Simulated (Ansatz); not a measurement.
# CH2BN (SMILES BC#N): CCSD/def2-TZVP

Aim: the energy change on altering one bond length of CH2BN at CCSD/def2-TZVP, from 2 runs. 

The results are computed with Ansatz 0.2.0.

65 further runs of the same task are left out: 65 set aside as unsound or not needed. Runs told in other sessions of the task aren't counted.

**1. The system as given**

CH2BN: 5 atoms, total charge 0, spin state singlet. SMILES: `BC#N`. The coordinates come from a PBE0-D4/def2-TZVP relaxation.

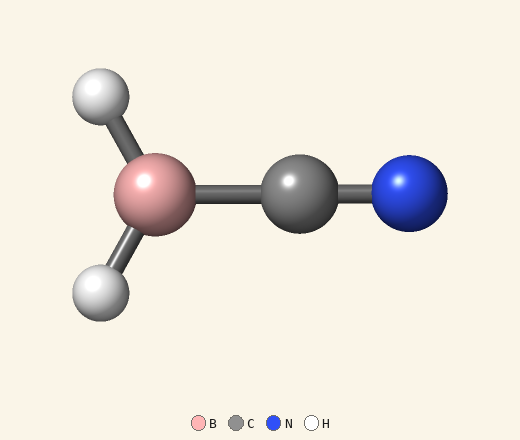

The structure, seen from a chosen angle (boron pink, carbon grey, nitrogen blue, hydrogen white).

**2. A single-point energy at CCSD/def2-TZVP**

run.yaml reads:

```yaml
crystal:
  periodic: [false, false, false]
  atoms:
    - {symbol: B, position_ang: [-0.219200, 0.441300, -0.341900]}
    - {symbol: C, position_ang: [0.352700, -0.696700, 0.490700]}
    - {symbol: "N", position_ang: [0.786500, -1.559600, 1.122200]}
    - {symbol: H, position_ang: [-0.744300, 0.187400, -1.377600]}
    - {symbol: H, position_ang: [-0.125900, 1.554000, 0.065300]}
basis:
  gaussian: {orbitals: def2-TZVP}
correlation: {method: ccsd, frozen_orbitals: {B: 1, C: 1, H: 0, "N": 1}}
accuracy: high
scf: {omitted_lower_state_checks: [cluster_reference, increment]}
```

Started as:

```
$ ansatz run run.yaml --threads 1 --pin off --max-ram 3480MiB --events-out events.jsonl --progress --plain --runs-dir runs
```

The log of the run, shortened:

```text
Warning: RAYON_NUM_THREADS=1 ignored (pool sized by the plan → 1); use --threads N
Functional definition: HF
  name "HF"
[...]
1710 factors; integrals over basis functions are off by at most 3.6e-9 eV
[...]
mean field -3216.03359111 eV, -118.1870545673 hartree, gradient 2.8e-8 eV, S^2 0.000000; 0 other end points of the search recorded, 0 dependent functions left out
3 core orbitals not correlated: weight in the atoms' cores, before any rotation towards them, 1.000 or more for the frozen orbitals, at most 0.000 for the correlated occupied ones
reference -3216.03359111 eV, -118.1870545673 hartree; 7, 7 occupied and 95, 95 virtual orbitals, 1710 factors
second order -11.60223327 eV of doubles, -0.00000000 eV of singles
cycle   1  -11.54923142 eV  change    5.3e-2 eV  update   9.4e-2
[...]
cycle  22  -12.05463342 eV  change  -8.2e-11 eV  update  3.7e-10
Total energy: -3228.08822453 eV, -118.6300541746 hartree
Checks for a lower state left out: cluster_reference, increment
```

Wall time 14 s (1 thread of Arm Neoverse V2, shared host); peak memory 0.82 GiB.

**3. The distorted shape at the same level**

input.yaml reads:

```yaml
crystal:
  periodic: [false, false, false]
  atoms:
    - symbol: B
      position_ang: [0.410915, 0.745977, 0.900929]
    - symbol: C
      position_ang: [0.982815, -0.392023, 1.733529]
    - symbol: N
      position_ang: [1.416615, -1.254923, 2.365029]
    - symbol: H
      position_ang: [-0.744300, 0.187400, -1.377600]
    - symbol: H
      position_ang: [0.504215, 1.858677, 1.308129]
basis:
  gaussian: {orbitals: def2-TZVP}
accuracy: high
total_charge: 0
correlation: {method: ccsd, frozen_orbitals: {B: 1, C: 1, H: 0, "N": 1}}
scf: {omitted_lower_state_checks: [cluster_reference, increment]}
```

Started as:

```
$ ansatz run input.yaml --threads 1 --pin off --max-ram 3480MiB --events-out events.jsonl --progress --plain --runs-dir runs
```

The log of the run, shortened:

```text
Warning: RAYON_NUM_THREADS=1 ignored (pool sized by the plan → 1); use --threads N
Functional definition: HF
  name "HF"
[...]
1690 factors; integrals over basis functions are off by at most 3.7e-9 eV
[...]
mean field -3210.69191274 eV, -117.9907515082 hartree, gradient 1.5e-8 eV, S^2 0.000000; 1 other end points of the search recorded, 0 dependent functions left out; unrestricted orbitals would lower it
3 core orbitals not correlated: weight in the atoms' cores, before any rotation towards them, 1.000 or more for the frozen orbitals, at most 0.000 for the correlated occupied ones
reference -3210.69191274 eV, -117.9907515082 hartree; 7, 7 occupied and 95, 95 virtual orbitals, 1690 factors
second order -12.11289040 eV of doubles, -0.00000000 eV of singles
cycle   1  -12.09783728 eV  change   -1.5e-1 eV  update   1.5e-1
[...]
cycle  29  -13.08386440 eV  change  -2.2e-10 eV  update   1.4e-9
WARN: these amplitudes may be one of several solutions (largest doubles amplitude 0.38, level shift 0.43 eV)
Total energy: -3223.77577714 eV, -118.4715746562 hartree
Checks for a lower state left out: cluster_reference, increment
```

It took 16 s on 1 thread of Arm Neoverse V2, shared host; peak memory 0.81 GiB.

**4. Results**

Level: CCSD/def2-TZVP, 3 core orbitals frozen.

| quantity | value |
| --- | --- |
| first shape: total energy | -118.63005 Eh |
| first shape: correlation energy (3 core orbitals frozen) | -443.0 mEh |
| first shape: T1 diagnostic | 0.014 |
| distorted shape: total energy | -118.47157 Eh |
| distorted shape: correlation energy (3 core orbitals frozen) | -480.8 mEh |
| distorted shape: T1 diagnostic | 0.033 |
| energy change with the B1–H4 bond stretched from 1.189 to 2.615 Å | 4.312 eV |

What this shows: With the B1–H4 bond stretched from 1.189 to 2.615 Å the energy rises by 4.31 eV (99 kcal/mol). The first shape isn't relaxed at this level, so the change isn't measured from a minimum. A restricted reference can't describe the breaking bond well at this length. The T1 diagnostic (distorted shape) of 0.033 is above the customary mark for such species, so a single reference may not serve. The restricted solution (distorted shape) is unstable to spin breaking: an unrestricted one lies lower.
